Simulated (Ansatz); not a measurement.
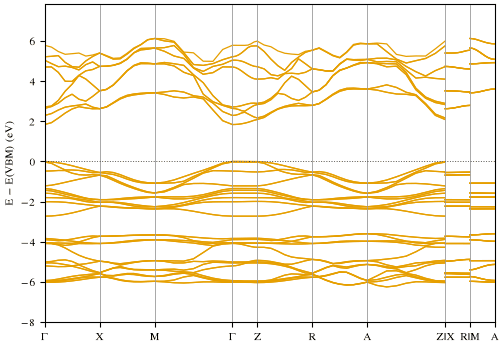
Fig. 1. Band structure from DFT-r²SCAN with spin–orbit coupling in the program Ansatz with PAW potentials

### Question
Read off the gap and where the band edges lie.

### Answer
About 1.8 eV (1.84 eV by a search for the band edges); maximum at Γ, minimum at Γ.

The material is BaCuSF in space group P4/nmm (No. 129; Ba on 2c, Cu on 2b, S on 2c, F on 2a).

The workflow started from a Materials Project entry (that database holds measured and hypothetical structures alike); the Crystallography Open Database copy checked does not list it. Whether it is the stable phase at ambient conditions was not checked. Symmetry was held in the r²SCAN relaxation; phonons on a q-mesh show no instability. No spin polarisation was allowed. No Hubbard U is applied.

Potentials: the earlier of the program's two PAW sets.
